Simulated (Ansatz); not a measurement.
A series of calculations on C₄H₉N

Part 1: Relaxation

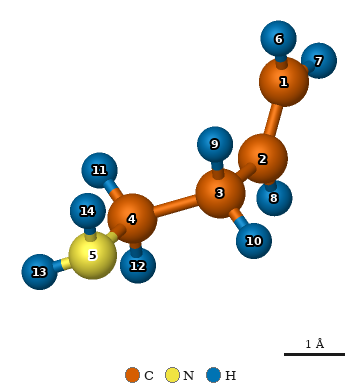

C$_{4}$H$_{9}$N, before the relaxation. A ball-and-stick model, seen from a free direction.

The run prepares an end point of a later path (torsion) calculation, from a guessed geometry.

The calculation used RHF/def2-mTZVP in Ansatz.

Input
```yaml
crystal:
  periodic: [false, false, false]
  atoms:
    - { symbol: C, position_ang: [-0.7134, 1.7109, 1.5203] }
    - { symbol: C, position_ang: [-1.0566, 0.7782, 0.6369] }
    - { symbol: C, position_ang: [-0.183, 0.3562, -0.501] }
    - { symbol: C, position_ang: [0.3601, -1.0964, -0.339] }
    - { symbol: "N", position_ang: [1.1486, -1.5264, -1.4605] }
    - { symbol: H, position_ang: [0.1706, 2.3248, 1.4557] }
    - { symbol: H, position_ang: [-1.4337, 2.0264, 2.2992] }
    - { symbol: H, position_ang: [-1.9671, 0.2793, 0.718] }
    - { symbol: H, position_ang: [0.7384, 1.0192, -0.4935] }
    - { symbol: H, position_ang: [-0.6893, 0.4872, -1.4088] }
    - { symbol: H, position_ang: [0.8157, -1.2446, 0.6298] }
    - { symbol: H, position_ang: [-0.5733, -1.7538, -0.2938] }
    - { symbol: H, position_ang: [1.4037, -2.4527, -1.3048] }
    - { symbol: H, position_ang: [1.9662, -0.9377, -1.4295] }
basis:
  gaussian: { orbitals: def2-mTZVP }
hamiltonian:
  xc: hf
relax:
  f_tol: 0.015
  max_steps: 40
```

Run as
```bash
ansatz run input.yaml --threads 2 --pin off --max-ram 3072MiB --backend cpu --events-out ev --progress --plain --runs-dir out
```

What does the optimiser find from here?

The energy falls by 0.367 eV in 8 accepted moves (10 points after the start). Largest force component: 3.8 eV/Å at the start, 0.013 eV/Å at the end. The line search rejected the trial steps at points 3, 7 of the run. H13 moves most after the best rigid fit: 0.096 Å. Largest moves by element: H 0.096 Å, C 0.082 Å, N 0.033 Å. Some distances before and after: C4–H12 1.143 → 1.084 Å, C3–H9 1.135 → 1.085 Å, C2–H8 1.041 → 1.079 Å, C3–H10 1.048 → 1.085 Å. Bond angles that change, for instance: C4–N5–H14 104.3° → 110.4°, C4–C3–H9 105.1° → 109.7°, C3–C4–H12 104.8° → 109.2°. Cost: 20 s on 2 threads of AMD EPYC 7B13 (Zen 3), with other jobs on the host, peak memory 0.27 GiB.

History of the run:

```
step  E − E(0), eV  largest force component, eV/Å      note
   0        0.0000                         3.7530          
   1       -0.1975                         1.8304          
   2       -0.3256                         0.8593          
   3       -0.3113                         0.8332  rejected
   4       -0.3523                         0.3741          
   5       -0.3564                         0.1897          
   6       -0.3609                         0.1796          
   7       -0.3541                         0.5325  rejected
   8       -0.3669                         0.0402          
   9       -0.3671                         0.0154          
  10       -0.3672                         0.0126
```

The structure at the end:

```xyz
14

C    -0.7774    1.7610    1.5121
C    -1.0270    0.7942    0.6554
C    -0.1185    0.3578   -0.4574
C     0.3240   -1.0953   -0.3119
N     1.1227   -1.5053   -1.4580
H     0.1316    2.3348    1.4705
H    -1.4746    2.0218    2.2862
H    -1.9570    0.2545    0.7412
H     0.7524    1.0046   -0.4922
H    -0.6277    0.4612   -1.4095
H     0.8428   -1.2158    0.6382
H    -0.5526   -1.7321   -0.2735
H     1.3628   -2.4747   -1.3885
H     1.9853   -0.9961   -1.4837
```

After the run, drawn alike:

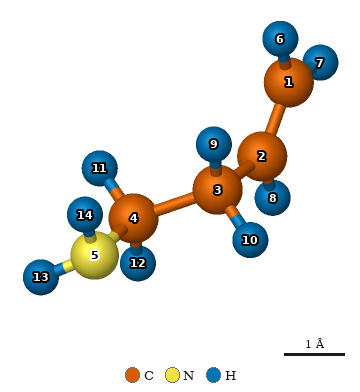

Limits of the set-up: Hartree-Fock leaves out electron correlation.

Part 2: Relaxation

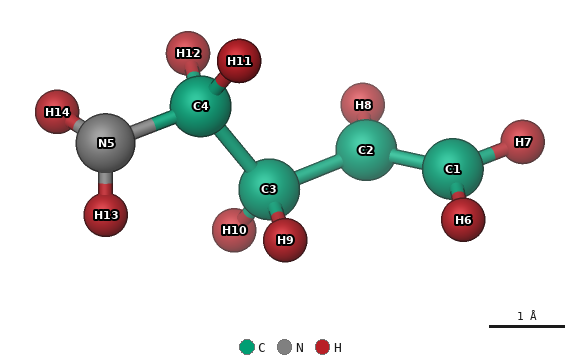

C₄H₉N, before the relaxation. A ball-and-stick model, seen at a tilt.

The run prepares an end point of a later path (torsion) calculation, from a guessed geometry.

The calculation used Ansatz, RHF/def2-mTZVP.

Input file:
```yaml
crystal:
  periodic: [false, false, false]
  atoms:
    - { symbol: C, position_ang: [-0.7134, 1.7109, 1.5203] }
    - { symbol: C, position_ang: [-1.0566, 0.7782, 0.6369] }
    - { symbol: C, position_ang: [-0.183, 0.3562, -0.501] }
    - { symbol: C, position_ang: [0.3601, -1.0964, -0.339] }
    - { symbol: "N", position_ang: [1.1486, -1.5264, -1.4605] }
    - { symbol: H, position_ang: [0.1706, 2.3248, 1.4557] }
    - { symbol: H, position_ang: [-1.4337, 2.0264, 2.2992] }
    - { symbol: H, position_ang: [-1.9671, 0.2793, 0.718] }
    - { symbol: H, position_ang: [0.7384, 1.0192, -0.4935] }
    - { symbol: H, position_ang: [-0.6893, 0.4872, -1.4088] }
    - { symbol: H, position_ang: [0.8157, -1.2446, 0.6298] }
    - { symbol: H, position_ang: [-0.5733, -1.7538, -0.2938] }
    - { symbol: H, position_ang: [1.21804, -0.77708, -2.07779] }
    - { symbol: H, position_ang: [0.60354, -2.26373, -1.87914] }
basis:
  gaussian: { orbitals: def2-mTZVP }
hamiltonian:
  xc: hf
relax:
  f_tol: 0.015
  max_steps: 40
```

Launched with:
```bash
ansatz run input.yaml --threads 2 --pin off --max-ram 3072MiB --backend cpu --events-out ev --progress --plain --runs-dir out
```

> What does the optimiser find from here?

The largest move after the best rigid fit is that of H13, 0.82 Å. By element the largest moves are H 0.82 Å, N 0.19 Å, C 0.11 Å. Near-neighbour distances that change, for instance: C4–H12 1.143 → 1.084 Å, C3–H9 1.135 → 1.085 Å, C3–H10 1.048 → 1.088 Å, C2–H8 1.041 → 1.078 Å. Bond angles that change, for instance: N5–C4–H11 115.3° → 108.2°, C4–N5–H14 104.3° → 110.8°, C3–C4–H12 104.8° → 109.5°. Groups turn about C4–N5 by about 60°. Over 14 geometry steps the energy falls by 12.1 kcal/mol. Largest force component: 3.4 eV/Å at the start, 0.0077 eV/Å at the end. The run took 26 s on 2 threads of AMD EPYC 7B13 (Zen 3), with other jobs on the host, peak memory 0.26 GiB.

Step by step:

| step | E − E(0), kcal/mol | largest force component, eV/Å |
| --- | --- | --- |
| 0 | 0.00 | 3.4091 |
| 1 | -5.10 | 2.0515 |
| 2 | -7.57 | 1.5108 |
| 3 | -8.67 | 0.6178 |
| 4 | -8.82 | 0.9507 |
| 5 | -9.57 | 0.1914 |
| 6 | -10.33 | 0.2254 |
| 7 | -10.62 | 0.7759 |
| 8 | -11.13 | 0.3991 |
| 9 | -11.83 | 0.3376 |
| 10 | -12.03 | 0.0574 |
| 11 | -12.04 | 0.0261 |
| 12 | -12.05 | 0.0401 |
| 13 | -12.05 | 0.0176 |
| 14 | -12.05 | 0.0077 |

The structure at the end:

```xyz
14

C    -0.7386    1.7727    1.4790
C    -1.0481    0.7740    0.6805
C    -0.2333    0.3122   -0.4931
C     0.2584   -1.1312   -0.3358
N     1.0102   -1.6594   -1.4617
H     0.1519    2.3589    1.3361
H    -1.3651    2.0470    2.3072
H    -1.9543    0.2211    0.8709
H     0.6152    0.9738   -0.6343
H    -0.8369    0.3782   -1.3955
H     0.8801   -1.2021    0.5482
H    -0.5892   -1.7850   -0.1642
H     1.8277   -1.1062   -1.6323
H     0.4606   -1.6338   -2.2988
```

The end point in the same view:

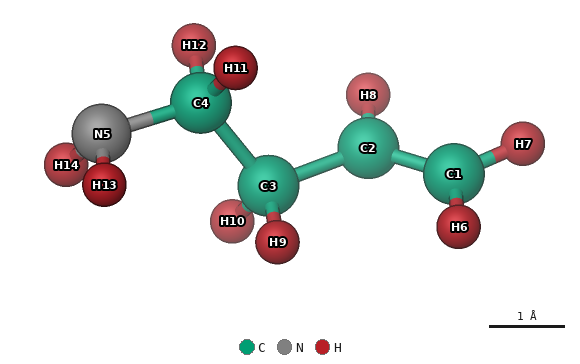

Limits of the set-up: Hartree-Fock leaves out electron correlation.

Part 3: Path

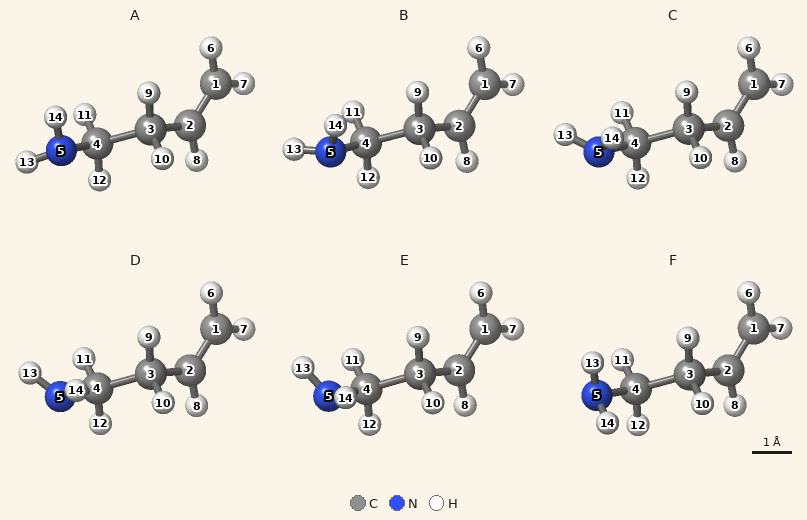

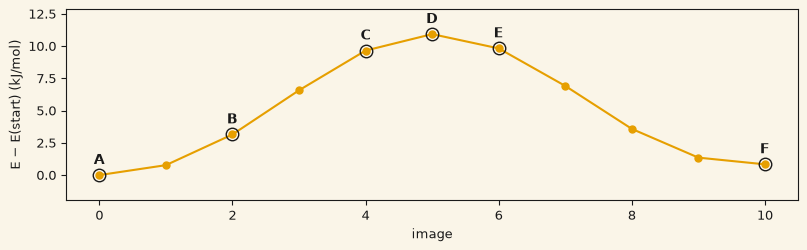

A search for the minimum-energy path of C₄H₉N by the nudged elastic band. Images are numbered from 0 (start) to 10 (end). Frames A to F are images 0, 2, 4, 5, 6, 10. A ball-and-stick model, seen from a free direction.

Level of theory: RHF/def2-mTZVP in Ansatz 0.2.0. Run with 9 movable images; climbing image; force threshold 0.03 eV/Å; iteration limit 60; starting path by image-dependent pair potential.

> Describe the mechanism and the energy profile.

The motion is a rotation about the C4–N5 bond by about 125°. No bond forms or breaks between the ends. Among the angles between lasting bonds that change up to the highest image: N5–C4–H11 113.2° → 110.6°, C3–C4–N5 110.6° → 112.7°. The highest point, image 5, lies 10.9 kJ/mol above the start and 10.1 kJ/mol above the end; the end is at +0.8 kJ/mol relative to the start. The band converged in 6 iterations, with a climbing image at the top. At the top, the vibrational analysis gives one imaginary mode (293i cm⁻¹), as a transition state must have.

Limits of the set-up: Hartree-Fock leaves out electron correlation.
